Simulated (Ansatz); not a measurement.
# One shape, several levels: Si2H4OF2 (SMILES O[SiH](F)[SiH2]F)

Wanted: a comparison of 5 runs (HF/3-21G, B3LYP/def2-SVP, BHLYP/def2-SVP, wB97M-V/def2-SVP, CCSD(T)/def2-SVP) of Si2H4OF2. 

Program for the calculation: Ansatz 0.2.0.

57 further runs of the same task are left out: 57 set aside as unsound or not needed.

## Step 1: The structure to begin with

Si2H4OF2 has 9 atoms, charge 0, and is taken as a singlet. As SMILES, `O[SiH](F)[SiH2]F`. One bond was lengthened or shortened from a relaxed shape.

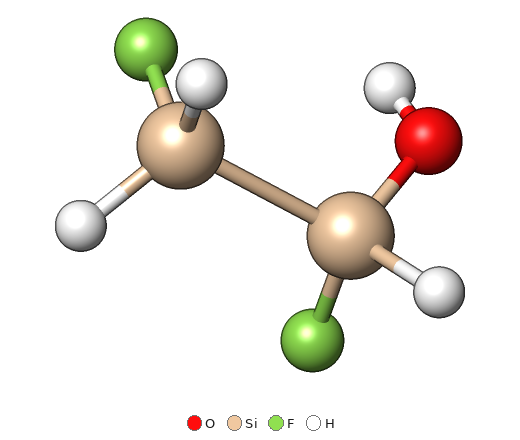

Viewed from a chosen angle; oxygen red, silicon light orange, fluorine green, hydrogen white.

## Step 2: The energy at HF/3-21G (run 1)

File in.yaml:

```yaml
crystal:
  periodic: [false, false, false]
  atoms:
    - symbol: O
      position_ang: [0.647016, 1.811956, -0.576037]
    - symbol: Si
      position_ang: [0.772116, 0.183056, -0.544137]
    - symbol: F
      position_ang: [0.789416, -0.414444, -2.029537]
    - symbol: Si
      position_ang: [-1.091284, -0.727144, 0.577263]
    - symbol: F
      position_ang: [-2.331184, 0.247856, 0.242763]
    - symbol: H
      position_ang: [-0.211484, 2.200156, -0.756137]
    - symbol: H
      position_ang: [2.284600, -0.163900, 0.153800]
    - symbol: H
      position_ang: [-1.450284, -2.098644, 0.135563]
    - symbol: H
      position_ang: [-0.898784, -0.723044, 2.051263]
basis:
  gaussian:
    orbitals: 3-21G.json
hamiltonian:
  xc: hf
accuracy: high
output: {orbitals: {seedname: orbitals}}
```

The basis set 3-21G is read from a file made from the Basis Set Exchange's data (not shown).

Run with:

```bash
ansatz run in.yaml --threads 1 --pin off --max-ram 2610MiB --events-out events.jsonl --progress --plain --runs-dir runs
```

Output:

```text
Warning: RAYON_NUM_THREADS=1 ignored (pool sized by the plan → 1); use --threads N
Functional definition: HF
  name "HF"
  exchange = exact_x
  correlation = 0
1360 factors; integrals over basis functions are off by at most 8.3e-9 eV
mean field evaluation 1: about -23112.0189 eV, gradient 4.3e1 eV
mean field evaluation 2: about -23112.3640 eV, gradient 4.4e1 eV
mean field evaluation 4: about -23115.8434 eV, gradient 1.9e0 eV
mean field evaluation 8: about -23115.8840 eV, gradient 2.3e-1 eV
mean field evaluation 16: about -23115.8842 eV, gradient 1.5e-8 eV
mean field -23115.88419279 eV, -849.4930755760 hartree, gradient 3.2e-8 eV, S^2 0.000000; 0 other end points of the search recorded, 0 dependent functions left out
reference -23115.88419279 eV, -849.4930755760 hartree; 29, 29 occupied and 32, 32 virtual orbitals, 1360 factors
Total energy: -23115.88419279 eV, -849.4930755760 hartree
```

Wall time 0.99 s (1 thread of Arm Neoverse V2, shared host); peak memory 0.15 GiB.

## Step 3: The energy at B3LYP/def2-SVP (run 2)

File in.yaml:

```yaml
crystal:
  periodic: [false, false, false]
  atoms:
    - {symbol: O, position_ang: [0.647016, 1.811956, -0.576037]}
    - {symbol: Si, position_ang: [0.772116, 0.183056, -0.544137]}
    - {symbol: F, position_ang: [0.789416, -0.414444, -2.029537]}
    - {symbol: Si, position_ang: [-1.091284, -0.727144, 0.577263]}
    - {symbol: F, position_ang: [-2.331184, 0.247856, 0.242763]}
    - {symbol: H, position_ang: [-0.211484, 2.200156, -0.756137]}
    - {symbol: H, position_ang: [2.284600, -0.163900, 0.153800]}
    - {symbol: H, position_ang: [-1.450284, -2.098644, 0.135563]}
    - {symbol: H, position_ang: [-0.898784, -0.723044, 2.051263]}
basis:
  gaussian:
    orbitals: def2-SVP
hamiltonian:
  xc: {name: B3LYP}
accuracy: high
output: {orbitals: {seedname: orbitals}}
```

Run with:

```bash
ansatz run in.yaml --threads 1 --pin off --max-ram 2610MiB --events-out events.jsonl --progress --plain --runs-dir runs
```

Output:

```text
Warning: RAYON_NUM_THREADS=1 ignored (pool sized by the plan → 1); use --threads N
Functional definition: B3LYP
  name "B3LYP"
  parameter a0 = 0.2
  parameter ax = 0.72
  parameter ac = 0.81
  exchange = (1 - a0 - ax)*slater_x + ax*b88_x + a0*exact_x
  correlation = (1 - ac)*vwn_rpa_c + ac*lyp_c
2042 factors; integrals over basis functions are off by at most 7.4e-9 eV
mean field evaluation 1: about -23288.3210 eV, gradient 6.3e1 eV
mean field evaluation 2: about -23273.1824 eV, gradient 1.1e2 eV
mean field evaluation 4: about -23294.7008 eV, gradient 5.9e0 eV
mean field evaluation 8: about -23294.9137 eV, gradient 2.2e-1 eV
mean field evaluation 16: about -23294.9138 eV, gradient 4.2e-5 eV
mean field -23294.91381882 eV, -856.0722929818 hartree, gradient 6.3e-8 eV, S^2 0.000000; 0 other end points of the search recorded, 0 dependent functions left out
reference -23294.91386000 eV, -856.0722944952 hartree; 29, 29 occupied and 69, 69 virtual orbitals, 2042 factors
Total energy: -23294.91386000 eV, -856.0722944952 hartree
```

It took 10 s on 1 thread of Arm Neoverse V2, shared host; peak memory 0.35 GiB.

Runs 3 to 4 aren't shown in full; the table further down has their settings and results.

## Step 4: The energy at CCSD(T)/def2-SVP (run 5)

File run.yaml:

```yaml
crystal:
  periodic: [false, false, false]
  atoms:
    - {symbol: O, position_ang: [0.647016, 1.811956, -0.576037]}
    - {symbol: Si, position_ang: [0.772116, 0.183056, -0.544137]}
    - {symbol: F, position_ang: [0.789416, -0.414444, -2.029537]}
    - {symbol: Si, position_ang: [-1.091284, -0.727144, 0.577263]}
    - {symbol: F, position_ang: [-2.331184, 0.247856, 0.242763]}
    - {symbol: H, position_ang: [-0.211484, 2.200156, -0.756137]}
    - {symbol: H, position_ang: [2.284600, -0.163900, 0.153800]}
    - {symbol: H, position_ang: [-1.450284, -2.098644, 0.135563]}
    - {symbol: H, position_ang: [-0.898784, -0.723044, 2.051263]}
basis:
  gaussian: {orbitals: def2-SVP}
correlation: {method: ccsd_t, frozen_orbitals: {F: 1, H: 0, O: 1, Si: 5}}
accuracy: high
scf: {omitted_lower_state_checks: [cluster_reference, increment]}
```

Run with:

```bash
ansatz run run.yaml --threads 1 --pin off --max-ram 2610MiB --events-out events.jsonl --progress --plain --runs-dir runs
```

Output:

```text
Warning: RAYON_NUM_THREADS=1 ignored (pool sized by the plan → 1); use --threads N
[... 12 lines left out ...]
13 core orbitals not correlated: weight in the atoms' cores, before any rotation towards them, 1.000 or more for the frozen orbitals, at most 0.000 for the correlated occupied ones
[... 24 lines left out ...]
Total energy: -23251.20142772 eV, -854.4658922382 hartree
Checks for a lower state left out: cluster_reference, increment
```

Run time: 44 s. Hardware: 1 thread of Arm Neoverse V2, shared host; peak memory 0.62 GiB.

## Step 5: Overview of the runs

```
run             level  frozen core orbitals  energy (Eh)  HOMO energy (eV)  LUMO energy (eV)  HOMO–LUMO gap (eV)  wall time
  1          HF/3-21G                     –  -849.493076            -11.20              2.62               13.82     0.99 s
  2    B3LYP/def2-SVP                     –  -856.072294             -7.88             -0.96                6.92       10 s
  3    BHLYP/def2-SVP                     –  -855.923862             -9.36              0.12                9.48       12 s
  4  wB97M-V/def2-SVP                     –  -855.911865            -10.14              1.08               11.22    1.7 min
  5  CCSD(T)/def2-SVP                    13  -854.465892                 –                 –                   –       44 s
```

## Step 6: What came out

| quantity | value |
| --- | --- |
| run 5: total energy | -854.46589 Eh |
| run 5: correlation energy (13 core orbitals frozen) | -796.6 mEh |
| run 5: (T) correction | -14.40 mEh |
| run 5: T1 diagnostic | 0.013 |

**Reading.** Over runs 1, 2, 3, 4 the HOMO–LUMO gap runs from 6.92 eV (B3LYP/def2-SVP) to 13.82 eV (HF/3-21G). The two ends differ in method and basis. Totals of different functionals can't be ranked against each other. All runs together took 2.8 min, the longest 1.7 min.
